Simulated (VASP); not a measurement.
Band structure of P (black). All values below come from TPSS meta-GGA, VASP's PBE PAW potentials (set 64) (plane waves; VASP).

The path is coarsely sampled, so an indirect gap can come out somewhat too large. Without a dispersion term in the relaxation, distances and binding between the weakly bound layers, chains or molecules are unreliable, and so is what depends on them.

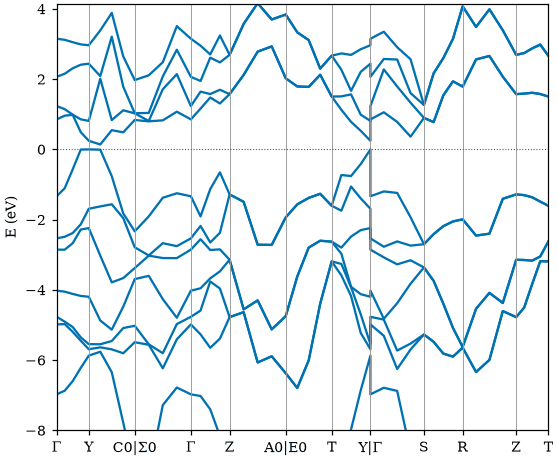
Figure. Bands along high-symmetry lines, zero at the valence-band maximum or, without a gap, the Fermi level

Task: Read the plot: is there a gap, and where are the band edges?

Result: The gap is indirect, 0.14 eV, from the valence maximum at Y to the conduction minimum at Y-C0 at 0.25.

The compound is P in the black structure. It was relaxed first.
